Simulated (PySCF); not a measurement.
# Lu(NO2)3: forces at shaken geometries

How stiff is Lu(NO2)3? Its atoms are displaced at random by several amounts. It is a constructed species; whether it can be made isn't addressed.

Method: B3LYP, Lu lcecp-1-SVP with ECP60, O def2-SVP, N def2-SVP; scalar-relativistic core potentials, no spin–orbit coupling; program: PySCF 2.14.0.

3 further runs of the same task are left out: 2 for a known fault of the program, 1 that didn't finish.

**1. Starting geometry**

10 atoms, charge 0, spin multiplicity 1.

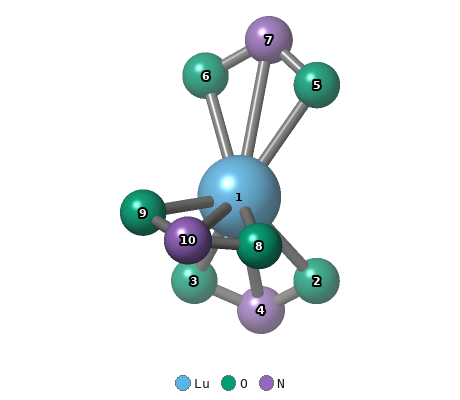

The structure; lutetium blue, oxygen teal, nitrogen purple; atoms are numbered from 1 in the order of the file.

Geometry (Å):

```mol
LuN3O6
  3D, bonds by distance, orders not assigned

 10 15  0  0  0  0  0  0  0  0999 V2000
    0.0000   -0.0000    0.0000 Lu  0  0
    2.0405    0.1675    1.0352 O   0  0
    2.0405   -0.1675   -1.0352 O   0  0
    2.7471   -0.0000    0.0000 N   0  0
   -1.1653    1.6834    1.0352 O   0  0
   -0.8752    1.8509   -1.0352 O   0  0
   -1.3735    2.3790   -0.0000 N   0  0
   -0.8752   -1.8509    1.0352 O   0  0
   -1.1653   -1.6834   -1.0352 O   0  0
   -1.3736   -2.3790    0.0000 N   0  0
  1  2  8  0
  1  3  8  0
  1  4  8  0
  1  5  8  0
  1  6  8  0
  1  7  8  0
  1  8  8  0
  1  9  8  0
  1 10  8  0
  2  4  8  0
  3  4  8  0
  5  7  8  0
  6  7  8  0
  8 10  8  0
  9 10  8  0
M  END
```

Formal oxidation states: Lu +3. Each metal's 14 4f electrons lie in its core potential, so multiplicities, spins and levels count the valence alone. An earlier session relaxed this geometry at B3LYP, Lu lcecp-1-SVP with ECP60, O def2-SVP, N def2-SVP (singlet, point group D3).

Its energy there is -655.098139 Eh.

**2. Atoms moved at random, σ = 0.15 Å**

run.py (the lines that set the calculation)

```python
mol = gto.M(atom='''
Lu    -0.03924    -0.03715    -0.15210
O      2.05146     0.22588     1.05564
O      2.08384     0.19026    -1.17859
N      2.70553    -0.16835     0.23550
O     -1.16431     1.77736     0.93232
O     -0.75869     1.96054    -1.00496
N     -1.33094     2.32751     0.22450
O     -0.81754    -1.89657     0.76466
O     -1.35786    -1.88661    -0.78413
N     -1.37225    -2.49287    -0.09283''',
    basis={'Lu': 'lcecp-1-SVP', 'O': 'def2-SVP', 'N': 'def2-SVP'},
    ecp={'Lu': 'lcecp-1-SVP'},
    charge=0, spin=0)
mf = dft.RKS(mol, xc='B3LYP')
mf.grids.atom_grid = (50, 194)  # f atoms: unpruned, at least (60, 302)
mf = mf.density_fit()  # fitting sets: Lu AutoAux, O def2-universal-JKFIT, N def2-universal-JKFIT
mf.conv_tol = 1e-08; mf.max_cycle = 55
mf.kernel(dm0)  # dm0: the density of the relaxed state
```

Command:

```
$ OMP_NUM_THREADS=4 python run.py
```

Standard output:

```text
init E= -655.173056435747
  HOMO = -0.324894526083658  LUMO = -0.271116505848028  gap/eV = 1.46337
cycle= 1 E= -653.944984243207  delta_E= 1.23  |g|= 1.43  |ddm|= 2.55
  HOMO = -0.109490836970986  LUMO = -0.0985793922943076  gap/eV = 0.29692
cycle= 2 E= -647.595425297502  delta_E= 6.35  |g|= 4.61  |ddm|= 4.85
  HOMO = -0.207491136590197  LUMO = -0.110833755825492  gap/eV = 2.63018
cycle= 3 E= -654.088213900006  delta_E= -6.49  |g|= 1.14  |ddm|= 4.35
  HOMO = -0.238167837837533  LUMO = -0.149952746687308  gap/eV = 2.40045
cycle= 4 E= -654.344652668226  delta_E= -0.256  |g|= 0.329  |ddm|= 0.976
  HOMO = -0.256580339931226  LUMO = -0.128229918793174  gap/eV = 3.49259
cycle= 5 E= -654.347966489416  delta_E= -0.00331  |g|= 0.299  |ddm|= 0.477
  HOMO = -0.256507376754678  LUMO = -0.129610131697167  gap/eV = 3.45305
cycle= 6 E= -654.364086689064  delta_E= -0.0161  |g|= 0.105  |ddm|= 0.291
  HOMO = -0.251906601911012  LUMO = -0.1291218062422  gap/eV = 3.34114
cycle= 7 E= -654.366133499571  delta_E= -0.00205  |g|= 0.0276  |ddm|= 0.0788
  HOMO = -0.252003759940186  LUMO = -0.128610918893184  gap/eV = 3.35769
cycle= 8 E= -654.366242669257  delta_E= -0.000109  |g|= 0.0139  |ddm|= 0.0177
  HOMO = -0.251837141249713  LUMO = -0.128977301954304  gap/eV = 3.34319
cycle= 9 E= -654.366282552386  delta_E= -3.99e-05  |g|= 0.00336  |ddm|= 0.0094
  HOMO = -0.251734106101321  LUMO = -0.129062827712502  gap/eV = 3.33806
cycle= 10 E= -654.366284923094  delta_E= -2.37e-06  |g|= 0.000926  |ddm|= 0.00329
  HOMO = -0.251769447077042  LUMO = -0.12898495675363  gap/eV = 3.34114
cycle= 11 E= -654.366285086728  delta_E= -1.64e-07  |g|= 0.000312  |ddm|= 0.000979
  HOMO = -0.251780974721307  LUMO = -0.128978288877065  gap/eV = 3.34163
cycle= 12 E= -654.366285101253  delta_E= -1.45e-08  |g|= 0.000181  |ddm|= 0.00038
  HOMO = -0.251776102570726  LUMO = -0.128986691166691  gap/eV = 3.34127
cycle= 13 E= -654.366285107647  delta_E= -6.39e-09  |g|= 3.21e-05  |ddm|= 0.000154
  HOMO = -0.251776515140924  LUMO = -0.128985096760044  gap/eV = 3.34132
Extra cycle  E= -654.366285106501  delta_E= 1.15e-09  |g|= 8.58e-05  |ddm|= 9.46e-05
converged SCF energy = -654.366285106501
```

It took 12 s on 4 threads of Arm Neoverse N1, shared host.

Result: E = -654.366285 Eh (+19.915 eV from the relaxed state), HOMO -6.85 eV, LUMO -3.51 eV, Mulliken charge on Lu1 +1.00 e, largest force component 65.785 eV/Å. 

```tsv
atom	Fx	Fy	Fz (eV/Å)
Lu1	2.060	1.109	-2.033
O2	-4.636	2.371	6.225
O3	-0.410	-1.718	4.003
N4	3.679	-1.438	-9.026
O5	12.543	-42.574	56.000
O6	0.612	-2.082	-0.653
N7	-13.778	44.132	-54.041
O8	7.993	2.660	19.204
O9	-4.873	42.775	-65.785
N10	-3.188	-45.235	46.107
```

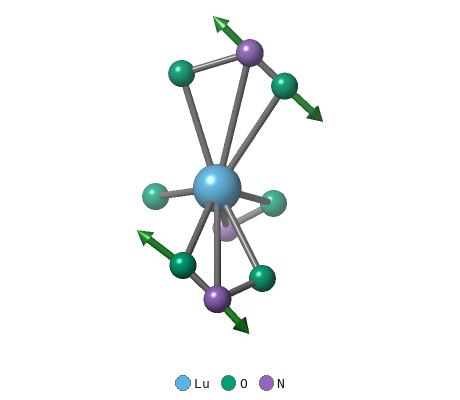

Forces as arrows, the longest for the largest force.

**3. Atoms moved at random, σ = 0.06 Å**

run.py (the lines that set the calculation)

```python
mol = gto.M(atom='''
Lu     0.04273    -0.05090     0.01234
O      2.01747     0.10639     1.09901
O      1.97192    -0.24707    -1.07080
N      2.73665     0.00063    -0.04867
O     -1.13690     1.69767     1.09476
O     -0.94365     1.85711    -1.06356
N     -1.32963     2.47281    -0.02590
O     -0.82089    -1.77204     0.97787
O     -1.15314    -1.68365    -1.00005
N     -1.38457    -2.38094     0.02499''',
    basis={'Lu': 'lcecp-1-SVP', 'O': 'def2-SVP', 'N': 'def2-SVP'},
    ecp={'Lu': 'lcecp-1-SVP'},
    charge=0, spin=0)
mf = dft.RKS(mol, xc='B3LYP')
mf.grids.atom_grid = (50, 194)  # f atoms: unpruned, at least (60, 302)
mf = mf.density_fit()  # fitting sets: Lu AutoAux, O def2-universal-JKFIT, N def2-universal-JKFIT
mf.conv_tol = 1e-08; mf.max_cycle = 55
mf.kernel(dm0)  # dm0: the density of the relaxed state
```

Command:

```
$ OMP_NUM_THREADS=4 python run.py
```

Standard output:

```text
init E= -654.885051386139
  HOMO = -0.350959750045038  LUMO = -0.18776245554946  gap/eV = 4.44082
cycle= 1 E= -655.052930561447  delta_E= -0.168  |g|= 0.281  |ddm|= 0.632
  HOMO = -0.284375681731319  LUMO = -0.154934339924102  gap/eV = 3.52228
cycle= 2 E= -654.965006085915  delta_E= 0.0879  |g|= 0.72  |ddm|= 0.708
  HOMO = -0.310295335683541  LUMO = -0.157152543466868  gap/eV = 4.16723
cycle= 3 E= -655.066159524909  delta_E= -0.101  |g|= 0.127  |ddm|= 0.555
  HOMO = -0.318500142963966  LUMO = -0.161738337492533  gap/eV = 4.26571
cycle= 4 E= -655.068802273224  delta_E= -0.00264  |g|= 0.0557  |ddm|= 0.115
  HOMO = -0.31918455056833  LUMO = -0.161290896375037  gap/eV = 4.29651
cycle= 5 E= -655.069390680695  delta_E= -0.000588  |g|= 0.0102  |ddm|= 0.0379
  HOMO = -0.318158180780837  LUMO = -0.161056748929576  gap/eV = 4.27495
cycle= 6 E= -655.069404431149  delta_E= -1.38e-05  |g|= 0.0068  |ddm|= 0.0122
  HOMO = -0.31817815799613  LUMO = -0.160970428920524  gap/eV = 4.27784
cycle= 7 E= -655.069411884996  delta_E= -7.45e-06  |g|= 0.00342  |ddm|= 0.00689
  HOMO = -0.318360604597677  LUMO = -0.160995846560192  gap/eV = 4.28211
cycle= 8 E= -655.069414225043  delta_E= -2.34e-06  |g|= 0.00103  |ddm|= 0.00331
  HOMO = -0.318376702152912  LUMO = -0.161021342182602  gap/eV = 4.28186
cycle= 9 E= -655.069414385589  delta_E= -1.61e-07  |g|= 0.000599  |ddm|= 0.00111
  HOMO = -0.318361909752052  LUMO = -0.161022665575359  gap/eV = 4.28142
cycle= 10 E= -655.069414454914  delta_E= -6.93e-08  |g|= 0.000242  |ddm|= 0.000636
  HOMO = -0.318357542364463  LUMO = -0.161018385528945  gap/eV = 4.28142
cycle= 11 E= -655.069414465734  delta_E= -1.08e-08  |g|= 8.4e-05  |ddm|= 0.00022
  HOMO = -0.318356640723303  LUMO = -0.161018959838153  gap/eV = 4.28138
cycle= 12 E= -655.069414467223  delta_E= -1.49e-09  |g|= 1.75e-05  |ddm|= 8.78e-05
  HOMO = -0.318356840086217  LUMO = -0.161017231257329  gap/eV = 4.28143
Extra cycle  E= -655.069414467051  delta_E= 1.72e-10  |g|= 3.51e-05  |ddm|= 3.97e-05
converged SCF energy = -655.069414467051
```

Run time: 12 s. Hardware: 4 threads of Arm Neoverse N1, shared host.

It gives: E = -655.069414 Eh (+0.782 eV from the relaxed state), HOMO -8.66 eV, LUMO -4.38 eV, Mulliken charge on Lu1 +1.15 e, largest force component 3.298 eV/Å. 

```tsv
atom	Fx	Fy	Fz (eV/Å)
Lu1	-0.912	1.913	0.301
O2	1.789	-0.270	-3.298
O3	1.703	0.496	1.724
N4	-2.740	-0.229	1.243
O5	-0.066	1.631	-3.236
O6	-0.228	0.617	1.262
N7	0.947	-3.117	1.710
O8	-0.394	-1.602	2.591
O9	-0.980	-1.075	-1.777
N10	0.882	1.635	-0.521
```

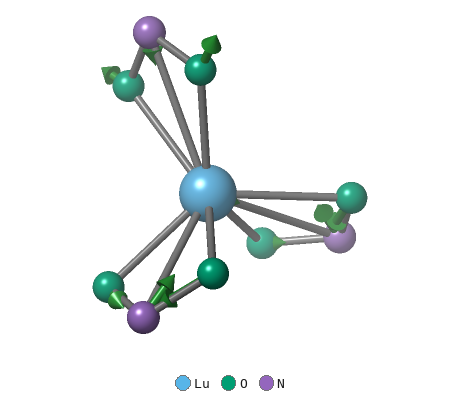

Forces as arrows, the longest for the largest force.

**4. Atoms moved at random, σ = 0.1 Å**

run.py (the lines that set the calculation)

```python
mol = gto.M(atom='''
Lu    -0.13917    -0.13810    -0.18278
O      2.12283     0.18665     0.98032
O      2.00569    -0.22430    -1.02065
N      2.73519    -0.02789     0.17120
O     -1.10954     1.82374     1.09785
O     -0.88124     1.98018    -0.94937
N     -1.48318     2.44800     0.06820
O     -0.89302    -1.99194     0.94691
O     -1.07371    -1.68391    -1.16620
N     -1.28385    -2.37242     0.05452''',
    basis={'Lu': 'lcecp-1-SVP', 'O': 'def2-SVP', 'N': 'def2-SVP'},
    ecp={'Lu': 'lcecp-1-SVP'},
    charge=0, spin=0)
mf = dft.RKS(mol, xc='B3LYP')
mf.grids.atom_grid = (50, 194)  # f atoms: unpruned, at least (60, 302)
mf = mf.density_fit()  # fitting sets: Lu AutoAux, O def2-universal-JKFIT, N def2-universal-JKFIT
mf.conv_tol = 1e-08; mf.max_cycle = 55
mf.kernel(dm0)  # dm0: the density of the relaxed state
```

Command:

```
$ OMP_NUM_THREADS=4 python run.py
```

Standard output:

```text
init E= -655.161108334342
  HOMO = -0.302850188775656  LUMO = -0.172398503314039  gap/eV = 3.54977
cycle= 1 E= -654.735472016406  delta_E= 0.426  |g|= 0.968  |ddm|= 1.65
  HOMO = -0.177188042373899  LUMO = -0.133604808593045  gap/eV = 1.18596
cycle= 2 E= -652.834685123386  delta_E=  1.9  |g|= 3.16  |ddm|=  3.1
  HOMO = -0.276789885253021  LUMO = -0.11197904214938  gap/eV = 4.48473
cycle= 3 E= -654.896065405606  delta_E= -2.06  |g|= 0.398  |ddm|= 2.48
  HOMO = -0.277635869663694  LUMO = -0.126608461624544  gap/eV = 4.10967
cycle= 4 E= -654.918652528759  delta_E= -0.0226  |g|= 0.187  |ddm|= 0.38
  HOMO = -0.278741129295625  LUMO = -0.125197295024141  gap/eV = 4.17814
cycle= 5 E= -654.923387909233  delta_E= -0.00474  |g|= 0.0882  |ddm|= 0.161
  HOMO = -0.278481974024537  LUMO = -0.122669845417321  gap/eV = 4.23986
cycle= 6 E= -654.924748232992  delta_E= -0.00136  |g|= 0.0302  |ddm|= 0.0812
  HOMO = -0.278447809607268  LUMO = -0.122124985998327  gap/eV = 4.25376
cycle= 7 E= -654.924925416504  delta_E= -0.000177  |g|= 0.00398  |ddm|= 0.0232
  HOMO = -0.278352419904326  LUMO = -0.12204336220749  gap/eV = 4.25339
cycle= 8 E= -654.924926090647  delta_E= -6.74e-07  |g|= 0.00397  |ddm|= 0.00589
  HOMO = -0.278362826310627  LUMO = -0.121989394909319  gap/eV = 4.25514
cycle= 9 E= -654.924929085682  delta_E= -3e-06  |g|= 0.00101  |ddm|= 0.0034
  HOMO = -0.278426554318703  LUMO = -0.122013137639261  gap/eV = 4.25623
cycle= 10 E= -654.924929289282  delta_E= -2.04e-07  |g|= 0.000384  |ddm|= 0.00111
  HOMO = -0.278423655219729  LUMO = -0.122015945020857  gap/eV = 4.25607
cycle= 11 E= -654.924929315176  delta_E= -2.59e-08  |g|= 0.000185  |ddm|= 0.000334
  HOMO = -0.27841618362978  LUMO = -0.122020366626158  gap/eV = 4.25575
cycle= 12 E= -654.924929321458  delta_E= -6.28e-09  |g|= 5.93e-05  |ddm|= 0.000176
  HOMO = -0.278419537768389  LUMO = -0.122021949584729  gap/eV = 4.25580
Extra cycle  E= -654.924929320432  delta_E= 1.03e-09  |g|= 0.000102  |ddm|= 0.000119
converged SCF energy = -654.924929320432
```

Wall time 12 s (4 threads of Arm Neoverse N1, shared host).

Result: E = -654.924929 Eh (+4.713 eV from the relaxed state), HOMO -7.58 eV, LUMO -3.32 eV, Mulliken charge on Lu1 +1.03 e, largest force component 19.878 eV/Å. 

```tsv
atom	Fx	Fy	Fz (eV/Å)
Lu1	2.354	3.842	-1.042
O2	-13.963	4.910	19.841
O3	-0.844	-0.162	0.887
N4	13.493	-4.868	-19.878
O5	-0.690	-0.326	0.177
O6	-0.535	-0.333	-0.613
N7	1.467	-0.974	0.297
O8	8.703	8.773	18.843
O9	-0.087	0.005	0.899
N10	-9.897	-10.868	-19.412
```

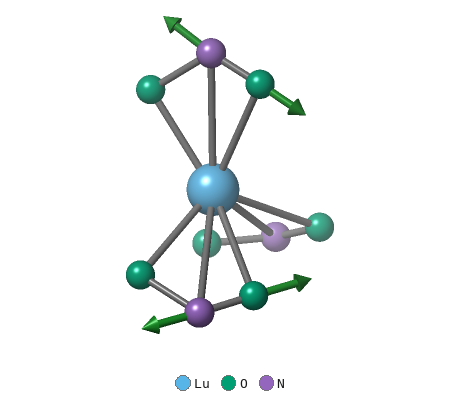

Forces as arrows, the longest for the largest force.

**5. Results**

| σ (Å) | energy rise (eV) | harmonic estimate −½ F·u (eV) | largest force component (eV/Å) |
| --- | --- | --- | --- |
| 0.15 | 19.915 | 28.011 | 65.79 |
| 0.06 | 0.782 | 0.748 | 3.30 |
| 0.1 | 4.713 | 5.881 | 19.88 |

Every displacement raises the energy. For a harmonic well the rise equals −½ F·u; the two differ by at most 41 % here (a move with σ = 0.15 Å), from anharmonicity, the grid and the small forces left at the relaxed point. These are double-zeta-type bases without diffuse functions. Spin–orbit coupling is left out.
